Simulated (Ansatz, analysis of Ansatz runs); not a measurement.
# A defect in a sheet: Te_O in monolayer CdH2O2

We look for the structure, spin, formation energy and gap states of neutral Te_O in monolayer CdH2O2. Model: a cell of 80 host atoms with 1 O taken out and 1 Te put in.

Program: Ansatz 0.2.0. Level of theory: plane-wave PAW DFT, PBEsol; supercells relaxed in a periodic cell with vacuum, the primitive cell and the final single points with the Coulomb interaction cut along the normal. Results are calculated unless marked as measured.

### Step 1. The structure

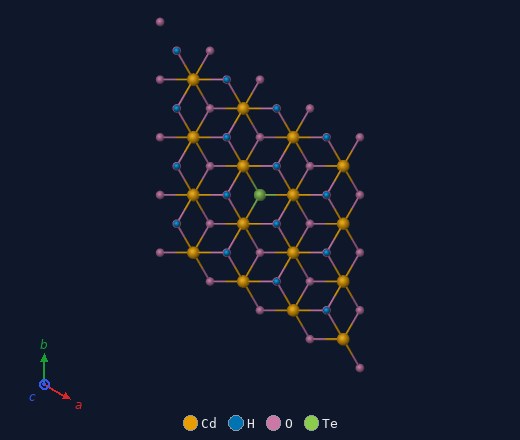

Start, viewed from above; cadmium orange, hydrogen blue, oxygen pink, tellurium green. Some periodic images of atoms are drawn too.

The cell holds 80 atoms: 16 Cd, 32 H, 31 O and 1 Te. Its edges and angles: a = 14.053 Å, b = 14.053 Å, c = 35.000 Å, α = 90.0°, β = 90.0°, γ = 120.0°. It derives from CdH2O2 (CdH2O2 monolayer (from P-3m1)), repeated 4×4×1. Vacuum lies along c. Nearest the centre at fractional (0.583, 0.417, 0.468): Te49 at 0.03 Å, H47 at 0.93 Å, Cd51 at 2.32 Å, Cd46 at 2.32 Å, Cd71 at 2.32 Å, O30 at 2.99 Å, O55 at 2.99 Å, O50 at 2.99 Å.

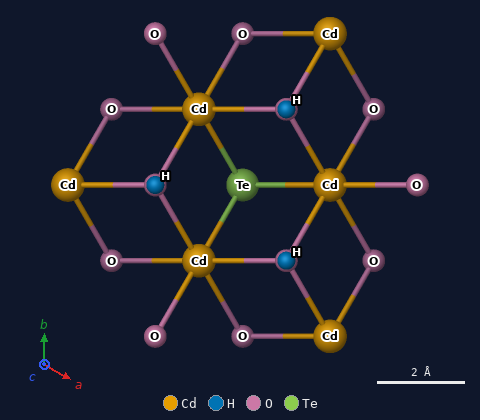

The atoms within 5 Å of the centre.

As a file:

```xyz
80
Lattice="14.0532 0.0000 0.0000 -7.0266 12.1704 0.0000 0.0000 0.0000 35.0000" Properties=species:S:1:pos:R:3
Cd    0.0000    0.0000   17.5000
H     0.0000    2.0284   15.4482
H     1.7566    1.0142   19.5518
O     0.0000    2.0284   16.4176
O     1.7566    1.0142   18.5824
Cd   -1.7566    3.0426   17.5000
H    -1.7566    5.0710   15.4482
H     0.0000    4.0568   19.5518
O    -1.7566    5.0710   16.4176
O     0.0000    4.0568   18.5824
Cd   -3.5133    6.0852   17.5000
H    -3.5133    8.1136   15.4482
H    -1.7566    7.0994   19.5518
O    -3.5133    8.1136   16.4176
O    -1.7566    7.0994   18.5824
Cd   -5.2699    9.1278   17.5000
H    -5.2699   11.1562   15.4482
H    -3.5133   10.1420   19.5518
O    -5.2699   11.1562   16.4176
O    -3.5133   10.1420   18.5824
Cd    3.5133    0.0000   17.5000
H     3.5133    2.0284   15.4482
H     5.2699    1.0142   19.5518
O     3.5133    2.0284   16.4176
O     5.2699    1.0142   18.5824
Cd    1.7566    3.0426   17.5000
H     1.7566    5.0710   15.4482
H     3.5133    4.0568   19.5518
O     1.7566    5.0710   16.4176
O     3.5133    4.0568   18.5824
Cd    0.0000    6.0852   17.5000
H     0.0000    8.1136   15.4482
H     1.7566    7.0994   19.5518
O     0.0000    8.1136   16.4176
O     1.7566    7.0994   18.5824
Cd   -1.7566    9.1278   17.5000
H    -1.7566   11.1562   15.4482
H     0.0000   10.1420   19.5518
O    -1.7566   11.1562   16.4176
O     0.0000   10.1420   18.5824
Cd    7.0266    0.0000   17.5000
H     7.0266    2.0284   15.4482
H     8.7832    1.0142   19.5518
O     7.0266    2.0284   16.4176
O     8.7832    1.0142   18.5824
Cd    5.2699    3.0426   17.5000
H     5.2699    5.0710   15.4482
H     7.0266    4.0568   19.5518
Te    5.2699    5.0710   16.4176
O     7.0266    4.0568   18.5824
Cd    3.5133    6.0852   17.5000
H     3.5133    8.1136   15.4482
H     5.2699    7.0994   19.5518
O     3.5133    8.1136   16.4176
O     5.2699    7.0994   18.5824
Cd    1.7566    9.1278   17.5000
H     1.7566   11.1562   15.4482
H     3.5133   10.1420   19.5518
O     1.7566   11.1562   16.4176
O     3.5133   10.1420   18.5824
Cd   10.5399    0.0000   17.5000
H    10.5399    2.0284   15.4482
H    12.2965    1.0142   19.5518
O    10.5399    2.0284   16.4176
O    12.2965    1.0142   18.5824
Cd    8.7832    3.0426   17.5000
H     8.7832    5.0710   15.4482
H    10.5399    4.0568   19.5518
O     8.7832    5.0710   16.4176
O    10.5399    4.0568   18.5824
Cd    7.0266    6.0852   17.5000
H     7.0266    8.1136   15.4482
H     8.7832    7.0994   19.5518
O     7.0266    8.1136   16.4176
O     8.7832    7.0994   18.5824
Cd    5.2699    9.1278   17.5000
H     5.2699   11.1562   15.4482
H     7.0266   10.1420   19.5518
O     5.2699   11.1562   16.4176
O     7.0266   10.1420   18.5824
```

The cell's shortest repeat is 14.1 Å.

### Step 2. The perfect sheet

One layer is cut from the bulk crystal and relaxed, atoms and in-plane cell, with the Coulomb interaction cut along the normal so that the layer doesn't feel its images.

Contents of cell/input.yaml:

```yaml
crystal:
  lattice:
    - [3.515526, 0.0, 0.0]
    - [-1.757763, 3.044535, 0.0]
    - [0.0, 0.0, 28.16976]
  atoms:
    - { symbol: Cd, position: [0.0, 0.0, 0.5] }
    - { symbol: H, position: [0.3333333, 0.6666667, 0.4259887] }
    - { symbol: H, position: [0.6666667, 0.3333333, 0.5740113] }
    - { symbol: O, position: [0.3333333, 0.6666667, 0.4603394] }
    - { symbol: O, position: [0.6666667, 0.3333333, 0.5396606] }
  periodic: [true, true, false]
basis:
  ecutwfc: 420
  xc_grid: 2
hamiltonian:
  xc: pbesol
kpoints:
  mp_grid: { grid: [11, 11, 1] }
scf:
  occupations: { method: fermi_dirac, width: 0.02 }
  max_iter: 60
relax:
  f_tol: 0.005
  max_steps: 60
  cell: {}
output:
  forces: true
checkpoint:
  write: "../cell.run"
  compress: false
  write_wavefunctions: false
  write_every: 100000
```

Command:

```sh
$ ansatz run input.yaml --threads 8 --pin off --max-ram 13189MiB --backend cpu --events-out ev --progress --plain --runs-dir out
```

Numbers of over 12 decimals in the logs are rounded to 6 here.

The log of the run:

```text
[... repeated set-up lines and file paths are left out, and long positions are rounded to six places ...]
Warning: crystal.periodic: the lattice vector that does not repeat stood 0.000° off the slab's normal, 28.170 Å along it as the deck builds it. [...]
crystal.periodic: the lattice vector that does not repeat stood 0.000° off the slab's normal, 28.170 Å along it as the deck builds it. [...]
Engine: ansatz 0.2.0, aarch64-unknown-linux-gnu
Pseudopotentials: kind: paw
Pseudopotential: Cd, paw, valence charge 20, recommended cutoff 420 eV (normal), Cd.paw.azcp
Pseudopotential: H, paw, valence charge 1, recommended cutoff 420 eV (normal), H.paw.azcp
Pseudopotential: O, paw, valence charge 6, recommended cutoff 420 eV (normal), O.paw.azcp
Functional definition: PBEsol
  exchange = pbesol_x
  correlation = pbesol_c
Crystal: 5 atoms, lattice volume = 343.994 Å³
Basis set: ecut = 420 eV, 6665 PW (Γ), exchange–correlation on 48×48×432 points (8 copies of the dense FFT grid, shifted against one another)
Bands: 22, of which v1, the nominal top of the filled ones, is band 17 counted from 1 (16 counted from 0)
Symmetry: 12 space group operations
Space group: P-3m1 (ITA 164), of the structure as read, at distance tolerance 7.0e-5 Å
k-points: 16 of 121
Non-local potential: Cd, projectors of the file, l = 0: 3, l = 1: 2, l = 2: 2, l = 3: 1
Non-local potential: H, projectors of the file, l = 0: 2, l = 1: 1
Non-local potential: O, projectors of the file, l = 0: 2, l = 1: 2, l = 2: 1
PAW form: soft (Blöchl's): semilocal exchange-correlation on the pseudo side does not see the compensation charge
PAW frozen core: Cd, regenerated for the run's functional, and the local potential with it (the file was generated under x = pbe(κ = 0.804, μ = 0.219515), c = pbe(β = 0.066725))
PAW frozen core: O, regenerated for the run's functional, and the local potential with it (the file was generated under x = pbe(κ = 0.804, μ = 0.219515), c = pbe(β = 0.066725))
PAW one-centre angular grid: Cd, 590 points (default); XC on 64 Gauss nodes
PAW one-centre angular grid: H, 110 points (default); XC on 64 Gauss nodes
PAW one-centre angular grid: O, 110 points (default); XC on 64 Gauss nodes
Initial density: superposition of atomic densities (neutral atoms: chi_scale 0, normalization atom), corrected by the library's trained network
Initial wavefunctions: pseudopotential atomic-orbital guess
Functional: x = pbesol(κ = 0.804, μ = 0.123457), c = pbesol(β = 0.046)
SCF iter   1: F=—  HF=-9337.061174 eV  |F-HF|=—  |Δ(HF+E_count)|=         —  Δρ=3.91e-3  dr2=4.61e-2  ethr=1.77e-3  ⟨swp⟩=11.0  Hψ=2286  notcnv=0
[...]
relax step   2: F+E_penalty+E_count = -9337.05636522 eV  Δ(F+E_penalty+E_count) = -7.590e-3 eV  max|allowed force component| = 8.773e-2 eV/Å  Δτ_max = 0.0542 Å  P = +0.186 N/m  Ω = 344.728 Å³  energy of the carried Pulay correction = -4.792e-4 eV  fix = [c, alpha, beta]  reactions: c +0.000 N/m  (7 SCF iters, dr2 threshold 5.00e-7 eV, accepted)
[...]
relax step   5: F+E_penalty+E_count = -9337.05930157 eV  Δ(F+E_penalty+E_count) = +2.134e-4 eV  max|allowed force component| = 3.282e-3 eV/Å  Δτ_max = 0.0000 Å  P = -0.040 N/m  Ω = 343.558 Å³  fix = [c, alpha, beta]  reactions: c -0.000 N/m  stress off target by 4.00e-2 N/m on what of the cell is left free  SCF on the basis re-selected at this cell (its energy is not comparable with the rows above)  (5 SCF iters)
basis re-selected at this cell: Δ(F+E_penalty+E_count) = +2.134e-4 eV, ΔP = -0.006 N/m vs the last step (what re-selecting the basis moved, of the pressure what is left beyond the Pulay correction that the steps carried, after the strain that the cell walked [...]
SCF converged after 5 iterations
Free energy (F): -9337.059302 eV
Harris-Foulkes:  -9337.059302 eV  (|F-HF|=2.18e-11)
Internal energy: -9337.059302 eV  (E = F + TS)
E sigma→0 (E₀):  -9337.059302 eV
Fermi energy:    -3.172125 eV
--- Per-component energies (eV) ---
  E_band       = -868.757014
  E_kinetic    = 881.345253
  E_local      = -72519.870781  (includes V_loc(G=0)·N_el)
  E_nonlocal   = 139.904719
  E_hartree    = 35837.310842
  E_xc         = -336.463617
  E_vxc        = -427.776851  (∫ρ·V_xc dr)
  E_paw        = -4322.669481  (= ΣΔE_a)
  E_vpaw       = -616.983636  (= ΣTr[D̂ρ^β])
  E_aug_tail   = 0.002439  (compensation charges beyond the density's cutoff)
  E_ewald      = 30982.968788
  E_core_change = 0.412536  (= ΣΔE_core)
  E_smearing   = -0.000000  (= −TS)
  E_closure    = -0.000000  (closes the sum)
  Σ components = -9337.059302   (vs F -9337.059302, Δ=0.00e0)
--- Forces (eV/Å), atoms counted from 1 ---
  atom   1  Cd     0.00000000     0.00000000     0.00000000
  atom   2  H      0.00000000    -0.00000000    -0.00190196
  atom   3  H     -0.00000000     0.00000000     0.00190196
  atom   4  O      0.00000000     0.00000000     0.00328248
  atom   5  O     -0.00000000    -0.00000000    -0.00328248
  max |Σ_I F_I| component: 4.59e-18 eV/Å
--- 2D stress c σ (N/m, compression-positive) ---
       -0.039964       0.000000      -0.000000
        0.000000      -0.039964      -0.000000
       -0.000000      -0.000000      -0.000000
  P = ½ c Tr σ = -0.0400 N/m
--- Relaxed structure (4 steps of the walk, 4 accepted, 1 SCFs on fresh bases) ---
  F+E_penalty+E_count = -9337.05930157 eV   max|allowed force component| = 3.282e-3 eV/Å   (the final SCF, on the basis selected at the relaxed cell)
  cell:  # Å, volume = 343.5582 Å³
    - [3.513299, 0.0, 0]
    - [-1.756650, 3.042606, 0]
    - [0, 0, 32.139522233152]
  atoms:
    - { symbol: Cd, position: [0, 0, 0.438242] }
    - { symbol: H, position: [0.333333, 0.666667, 0.374401] }
    - { symbol: H, position: [0.666667, 0.333333, 0.502082] }
    - { symbol: O, position: [0.333333, 0.666667, 0.404564] }
    - { symbol: O, position: [0.666667, 0.333333, 0.471920] }
```

Wall time 11 s (8 threads of Arm Neoverse N1, shared host); peak memory 0.85 GiB.

The in-plane vectors went from 3.516 and 3.516 Å, as in the bulk, to 3.513 and 3.513 Å; the layer is 4.10 Å thick between its outer atoms.

### Step 3. Does the sheet stay flat and symmetric?

The defect-free supercell is relaxed from atoms displaced by 0.08 Å at random. A buckling or a charge-density wave of the sheet itself would otherwise be counted to the defect.

Contents of pristine.relax/input.yaml:

```yaml
crystal:
  lattice:
    - [14.0531972509, 0.0, 0.0]
    - [-7.0265986254, 12.1704258236, 0.0]
    - [0.0, 0.0, 16.0]
  atoms:
    - { symbol: Cd, position: [0.0, 0.0, 0.5] }
    - { symbol: H, position: [0.0833333333, 0.1666666667, 0.3717622281] }
    - { symbol: H, position: [0.1666666667, 0.0833333333, 0.6282377719] }
    - { symbol: O, position: [0.0833333333, 0.1666666667, 0.4323500287] }
[... 70 atom lines left out ...]
    - { symbol: O, position: [0.9166666667, 0.5833333333, 0.5676499713] }
    - { symbol: Cd, position: [0.75, 0.75, 0.5] }
    - { symbol: H, position: [0.8333333333, 0.9166666667, 0.3717622281] }
    - { symbol: H, position: [0.9166666667, 0.8333333333, 0.6282377719] }
    - { symbol: O, position: [0.8333333333, 0.9166666667, 0.4323500287] }
    - { symbol: O, position: [0.9166666667, 0.8333333333, 0.5676499713] }
basis:
  ecutwfc: 420
  xc_grid: 2
hamiltonian:
  xc: pbesol
kpoints:
  mp_grid: { grid: [1, 1, 1] }
scf:
  occupations: { method: fermi_dirac, width: 0.01 }
  max_iter: 60
output:
  forces: true
relax:
  f_tol: 0.015
  max_steps: 100
  random_displacement: { amplitude: 0.08, seed: 1225 }
```

The log of the run:

```text
[...]
Crystal: 80 atoms, lattice volume = 2736.534 Å³
Basis set: ecut = 420 eV, 53567 PW (Γ), exchange–correlation on 192×192×216 points (8 copies of the dense FFT grid, shifted against one another)
Bands: 352, of which v1, the nominal top of the filled ones, is band 272 counted from 1 (271 counted from 0)
Symmetry: 1 space group operations
k-points: 1
[...]
SCF iter   1: F=—  HF=-149387.732349 eV  |F-HF|=—  |Δ(HF+E_count)|=         —  Δρ=5.61e-3  dr2=7.50e-1  ethr=1.77e-3  ⟨swp⟩=6.0  Hψ=1408  notcnv=0  defer=33
[...]
SCF iter   8: F=-149387.523729 eV  HF=-149387.523727 eV  |F-HF|=1.43e-6  |Δ(HF+E_count)|=   1.26e-5  Δρ=8.70e-6  dr2=1.70e-6  ethr=1.03e-9  ⟨swp⟩=4.0  Hψ=1012  notcnv=0
SCF 1 converged in 8 iterations: F = -149387.523729 eV  dr2 = 1.70e-6
[...]
- { symbol: Cd, position: [0.249801, -0.000280, 0.500223] }
[...]
- { symbol: Cd, position: [0.249802, 0.249772, 0.500398] }
[...]
- { symbol: Cd, position: [0.249816, 0.499726, 0.500455] }
[...]
- { symbol: Cd, position: [0.249838, 0.749735, 0.500620] }
[...]
- { symbol: Cd, position: [0.749837, -0.000284, 0.499558] }
[...]
- { symbol: Cd, position: [0.749795, 0.249719, 0.500147] }
[...]
- { symbol: Cd, position: [0.749836, 0.499705, 0.500012] }
    - { symbol: H, position: [0.833800, 0.666543, 0.371911] }
    - { symbol: H, position: [0.916425, 0.582598, 0.628430] }
    - { symbol: O, position: [0.833413, 0.666441, 0.432492] }
    - { symbol: O, position: [0.916434, 0.582908, 0.567848] }
    - { symbol: Cd, position: [0.749880, 0.749744, 0.499867] }
    - { symbol: H, position: [0.833216, 0.916106, 0.371446] }
    - { symbol: H, position: [0.916255, 0.833359, 0.628273] }
    - { symbol: O, position: [0.833222, 0.916321, 0.432029] }
    - { symbol: O, position: [0.916425, 0.833182, 0.567691] }
[key lines of the parts left out:]
SCF converged after 7 iterations
Free energy (F): -149392.858569 eV
Fermi energy:    -0.255601 eV
```

Run time: 76 s. Hardware: 8 threads; peak memory 3 GiB; 9.6 min of CPU time.

At the zone centre alone the symmetric supercell lies within 2 meV an atom of the primitive cell's dense mesh.

It returns to the energy of the symmetric cell, so the symmetric sheet is kept as the host.

### Step 4. Band edges against the vacuum level

With the interaction cut along the normal, the potential far from the sheet is the zero of energy, so band edges and defect states of different cells share one scale, as long as a cell has no dipole along the normal.

Contents of host/input.yaml:

```yaml
crystal:
  lattice:
    - [3.5132993127, 0.0, 0.0]
    - [-1.7566496564, 3.0426064559, 0.0]
    - [0.0, 0.0, 35.0]
  atoms:
    - { symbol: Cd, position: [0.0, 0.0, 0.5] }
    - { symbol: H, position: [0.3333333333, 0.6666666667, 0.4413770186] }
    - { symbol: H, position: [0.6666666667, 0.3333333333, 0.5586229814] }
    - { symbol: O, position: [0.3333333333, 0.6666666667, 0.4690742988] }
    - { symbol: O, position: [0.6666666667, 0.3333333333, 0.5309257012] }
  periodic: [true, true, false]
basis:
  ecutwfc: 420
  xc_grid: 2
hamiltonian:
  xc: pbesol
kpoints:
  mp_grid: { grid: [4, 4, 1] }
  band_path: { path: [VBM, CBM], npoints: 1 }
scf:
  occupations: { method: fixed }
  max_iter: 60
output:
  forces: true
  eigenvalues: true
  write_potential: true
  volumetric_format: npy
```

The log of the run:

```text
[...]
Crystal: 5 atoms, lattice volume = 374.136 Å³
Basis set: ecut = 420 eV, 7275 PW (Γ), exchange–correlation on 48×48×480 points (8 copies of the dense FFT grid, shifted against one another)
Bands: 22, of which v1, the nominal top of the filled ones, is band 17 counted from 1 (16 counted from 0)
Symmetry: 12 space group operations
[...]
k-points: 4 of 16
[...]
SCF iter   1: F=—  HF=-9337.063901 eV  |F-HF|=—  |Δ(HF+E_count)|=         —  Δρ=3.59e-3  dr2=4.29e-2  ethr=1.77e-3  ⟨swp⟩=6.0  Hψ=381  notcnv=0  defer=12
[...]
SCF iter   7: F=-9337.053406 eV  HF=-9337.053406 eV  |F-HF|=5.68e-9  |Δ(HF+E_count)|=   2.68e-7  Δρ=3.27e-6  dr2=3.09e-8  ethr=2.94e-10  ⟨swp⟩=22.8  Hψ=964  notcnv=0
SCF 1 converged in 7 iterations: F = -9337.053406 eV  dr2 = 3.09e-8
[...]
NSCF: frozen V_eff on 7 k-points
[...]
WARN: The output density's exchange-correlation potential varies sharply where the density is thin. Do not read a vacuum level from v_tot or v_xc, or from such a field of the output density. [...]
SCF converged after 7 iterations
Free energy (F): -9337.053406 eV
[...]
Internal energy: -9337.053406 eV  (E = F + TS)
E sigma→0 (E₀):  -9337.053406 eV
Fermi energy:    -4.298709 eV
[...]
--- Forces (eV/Å), atoms counted from 1 ---
  atom   1  Cd     0.00000000     0.00000000     0.00000000
  atom   2  H     -0.00000000     0.00000000     0.00382442
  atom   3  H      0.00000000     0.00000000    -0.00382442
  atom   4  O      0.00000000     0.00000000    -0.00298340
  atom   5  O     -0.00000000    -0.00000000     0.00298340
  max |Σ_I F_I| component: 2.28e-18 eV/Å
--- Band table (eV) ---
[...]
[... further k-points left out ...]
  ° read free of the cell's end (the report's vacuum.weakly_bound_levels)
  °? not known for the slab's own: over its row's bound_up_to_ev there, or no deeper under its free states than its continued_xc_part_ev in size
```

Run time: 2.5 s. Hardware: 8 threads; peak memory 0.63 GiB; 15 s of CPU time.

The band edges were searched for over the zone, on the density of this mesh. The valence top lies 4.30 eV and the conduction bottom 2.06 eV below the vacuum level: a gap of 2.24 eV.

[end of part 1 of 3]

[Logs are printed without paths, hosts, clocks, repeated set-up lines and the standing remarks that a program may print on its own settings, such as how far it seeks lower states.]

[Hosts, paths, dates, database ids (printed as entryN), source tags and the programs' standing remarks are cut or masked in the printed files.]

[Maps of the electrostatic potential energy from Ansatz leave out the sawtooth potential of an applied field or a dipole correction, so their vacuum need not be flat.]
